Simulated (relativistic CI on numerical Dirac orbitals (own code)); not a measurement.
# Mo³⁺: resonant inelastic X-ray scattering at the L2,3 edge

Aim: the energy losses and their intensities at the absorption maxima, by the Kramers-Heisenberg formula, for 6 crystal fields.

Program: relativistic CI on numerical Dirac orbitals (own code) version 3. Level of theory: Dirac-Coulomb-Breit CI, KLI orbitals optimised for each configuration, model QED (radiative potential, 1s self-energy scaled to tabulated hydrogen-like ionisation energies), valence Slater integrals scaled by 0.9, Kramers-Heisenberg scattering through one core-hole configuration in a parametric crystal field. These are calculated values, not measurements, unless marked.

## 1. The atom as given

* ion: Mo³⁺ (Mo IV)
* nuclear charge: 42
* electrons: 39
* configurations: [Kr] 4d3 → [He] 2s2 2p5 3s2 3p6 3d10 4s2 4p6 4d4
* temperature: 80 K
* core-hole width: 0.96 eV
* field 1 (cm⁻¹): Oh, 10Dq = 6000
* field 2 (cm⁻¹): Oh, 10Dq = 13500
* field 3 (cm⁻¹): Oh, 10Dq = 21000
* field 4 (cm⁻¹): Oh, 10Dq = 28550
* field 5 (cm⁻¹): Oh, 10Dq = 36050
* field 6 (cm⁻¹): Oh, 10Dq = 43600

## 2. Field 1: Oh, 10Dq = 6000

Settings of the run:

```ini
atom Mo  Z=42  charge=3  electrons=39
nucleus A=98  rms_radius_fm=4.4091
hamiltonian dirac-coulomb  breit=on  qed=on  c_scale=1
orbitals kli  potential=per-configuration
slater_scale 0.9
correlation none
mixing on
configurations
  [Kr] 4d3
  [He] 2s2 2p5 3s2 3p6 3d10 4s2 4p6 4d4
end
rixs L2,3 T=80 core_hole_width=0.96
crystal_field Oh 10Dq=6000
```

Run with:

```sh
python run_levels.py task.json out
```

One command runs all members of the session, one after another, from task.json.

## 3. Field 2: Oh, 10Dq = 13500

The settings differ from step 2 so:

```diff
@@ -12,2 +12,2 @@
 rixs L2,3 T=80 core_hole_width=0.96
-crystal_field Oh 10Dq=6000
+crystal_field Oh 10Dq=13500
```

## 4. Field 3: Oh, 10Dq = 21000

The settings differ from step 3 so:

```diff
@@ -12,2 +12,2 @@
 rixs L2,3 T=80 core_hole_width=0.96
-crystal_field Oh 10Dq=13500
+crystal_field Oh 10Dq=21000
```

## 5. Field 4: Oh, 10Dq = 28550

The settings differ from step 4 so:

```diff
@@ -12,2 +12,2 @@
 rixs L2,3 T=80 core_hole_width=0.96
-crystal_field Oh 10Dq=21000
+crystal_field Oh 10Dq=28550
```

## 6. Field 5: Oh, 10Dq = 36050

The settings differ from step 5 so:

```diff
@@ -12,2 +12,2 @@
 rixs L2,3 T=80 core_hole_width=0.96
-crystal_field Oh 10Dq=28550
+crystal_field Oh 10Dq=36050
```

## 7. Field 6: Oh, 10Dq = 43600

The settings differ from step 6 so:

```diff
@@ -12,2 +12,2 @@
 rixs L2,3 T=80 core_hole_width=0.96
-crystal_field Oh 10Dq=36050
+crystal_field Oh 10Dq=43600
```

(Steps that only read results are left out.)

Before running it: what results should come out? Wanted: incident energies, field 1.

**Answer**, as computed:

| field | S, thermal mean | first incident energy (eV) | lowest loss over 0.08 eV (eV) | strongest such loss there (eV) | its level |
| --- | --- | --- | --- | --- | --- |
| 1: Oh | 1.50 | 2526.1 | 0.723 | 2.242 | G8, S = 0.7 |
| 2: Oh | 1.50 | 2525.5 | 1.596 | 1.668 | G8, S = 1.5 |
| 3: Oh | 1.50 | 2525.8 | 1.754 | 2.573 | G8, S = 1.4 |
| 4: Oh | 1.50 | 2524.5 | 1.782 | 2.816 | G8, S = 0.5 |
| 5: Oh | 1.50 | 2524.2 | 1.800 | 2.885 | G8, S = 0.5 |
| 6: Oh | 1.50 | 2523.8 | 1.813 | 2.933 | G8, S = 0.5 |

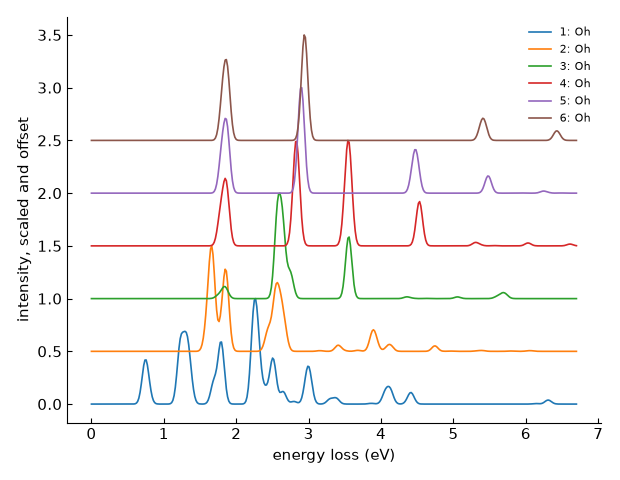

Losses over 0.08 eV at the first incident energy, broadened by 0.1 eV for the drawing.

| quantity | value |
| --- | --- |
| incident energies, field 1 | 2526.1, 2629.4, 2631.1 eV |
| strongest loss over 0.08 eV, field 1 | 2.24 eV |

What this shows: In field 1 the strongest loss over 0.08 eV at the first resonance is 2.24 eV (G8, S = 0.7). Spin-orbit coupling in the valence shell mixes spin states, so S is only an average. The first incident energy is the lowest absorption maximum of each field and need not be the same resonance in all. Only the lowest levels kept in the record count, and labels are spin-orbit irreps. Polarisations are summed, and charge-transfer losses are outside the model.
